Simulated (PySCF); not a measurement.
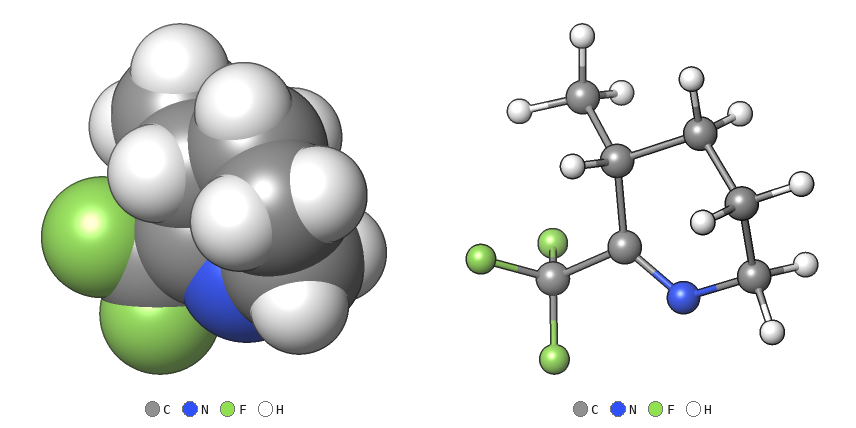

The same structure drawn twice, from different directions.

> Count the atoms of each element.

C7H10F3N, 21 atoms: 7 carbon, 10 hydrogen, 3 fluorine and 1 nitrogen.

> Count the bonded pairs by element.

10 C–H, 6 C–C, 3 C–F, 2 C–N.

The parts below concern this one geometry. Atoms keep their numbers from picture to picture. Computed geometry: PBE0-D3(BJ)/def2-SVP optimisation. No frequency run is at hand to confirm it as a minimum.

Shape

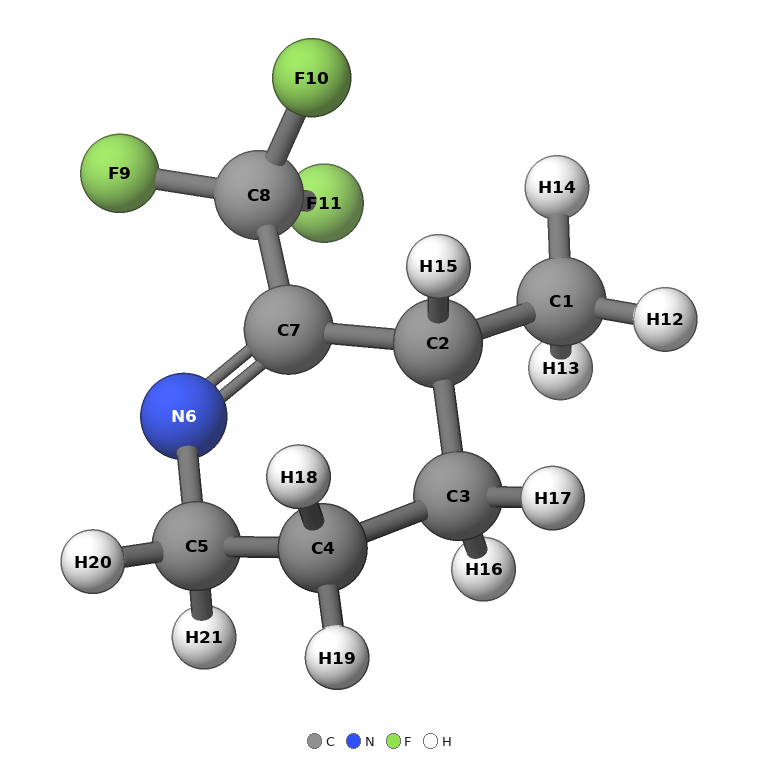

Numbered structure. No frequency run is at hand to confirm it as a minimum.

> Describe the coordination of atom 8.

C8 has 4 neighbours (C7 at 1.52, F9 at 1.32, F10 at 1.34, F11 at 1.34 Å); the arrangement is tetrahedral.

> What is the geometry at C1?

C1 has 4 neighbours (C2 at 1.53, H12 at 1.10, H13 at 1.10, H14 at 1.10 Å); the arrangement is tetrahedral.

> Describe the coordination of atom 3.

C3 has 4 neighbours (C2 at 1.53, C4 at 1.52, H16 at 1.11, H17 at 1.10 Å); the arrangement is tetrahedral.

> How are the neighbours of atom 4 arranged?

C4 has 4 neighbours (C3 at 1.52, C5 at 1.52, H18 at 1.10, H19 at 1.10 Å); the arrangement is tetrahedral.

> What is the dihedral angle N6–C7–C8–F10?

136° in size, that is anticlinal.

Quadrupole coupling

No frequency run is at hand to confirm it as a minimum. Electric field gradients from the ground-state density, PBE0/pcSseg-1 in acetone (IEF-PCM) (PySCF 2.14.0), non-relativistic apart from any core potentials.

Give the largest field-gradient component, the quadrupole coupling constant and the asymmetry for 14N at N6 (Q = 20.44 mb), 2H at H12 (Q = 2.86 mb), 2H at H13 (Q = 2.86 mb), 2H at H14 (Q = 2.86 mb), 2H at H15 (Q = 2.86 mb).

```json
{"atom": "N6", "V_zz (a.u.)": "−1.133", "e²qQ/h (MHz)": "−5.44", "η": "0.42"}
{"atom": "H12", "V_zz (a.u.)": "0.289", "e²qQ/h (MHz)": "0.195", "η": "0.03"}
{"atom": "H13", "V_zz (a.u.)": "0.289", "e²qQ/h (MHz)": "0.195", "η": "0.04"}
{"atom": "H14", "V_zz (a.u.)": "0.293", "e²qQ/h (MHz)": "0.197", "η": "0.03"}
{"atom": "H15", "V_zz (a.u.)": "0.272", "e²qQ/h (MHz)": "0.183", "η": "0.02"}
```

Charges

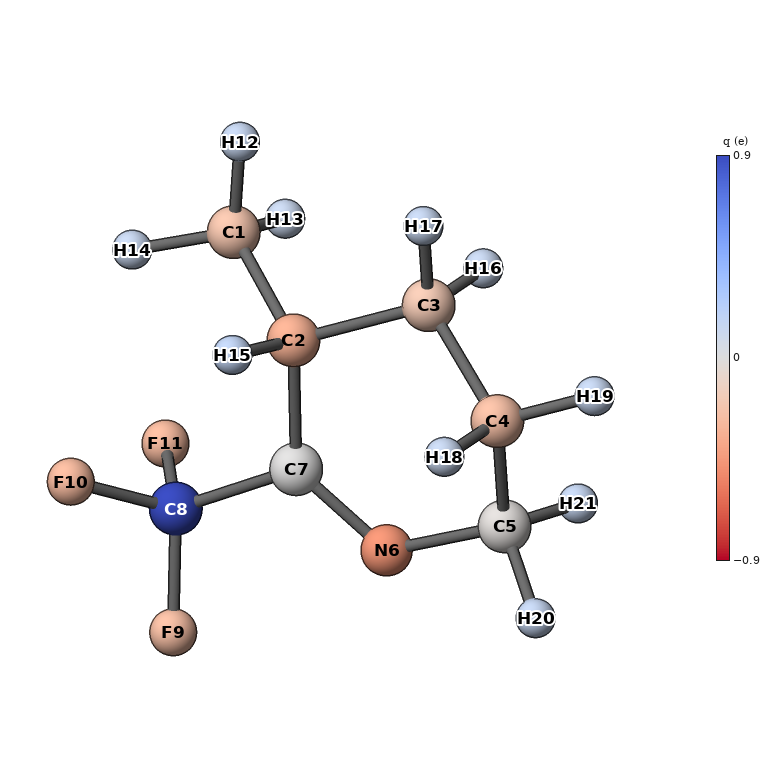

Atoms are coloured by their Mulliken charges. No frequency run is at hand to confirm it as a minimum. Method: PBE0/pcSseg-1 in acetone (IEF-PCM) (PySCF 2.14.0).

> Which atom carries the highest charge (most positive or least negative)?

C8 (0.90 e).

> And the lowest?

N6 (−0.46 e).

Give the Mulliken charges atom by atom.

```csv
atom,value (e)
C1,−0.21
C2,−0.33
C3,−0.18
C4,−0.25
C5,−0.02
N6,−0.46
C7,0.00
C8,0.90
F9,−0.25
F10,−0.28
F11,−0.28
H12,0.13
H13,0.12
H14,0.13
H15,0.17
H16,0.13
H17,0.14
H18,0.13
H19,0.14
H20,0.14
H21,0.14
```

Electronic properties

No frequency run is at hand to confirm it as a minimum. Properties computed with PBE0/pcSseg-1 in cyclohexane (IEF-PCM) (PySCF 2.14.0).

What does the calculation give?

- dipole moment: 4.10 D
- HOMO energy (Kohn–Sham orbital): −7.34 eV
- LUMO energy (Kohn–Sham orbital): −0.70 eV
- HOMO–LUMO gap: 6.65 eV

Mulliken values depend strongly on the basis set and can even reverse the polarity of a bond.
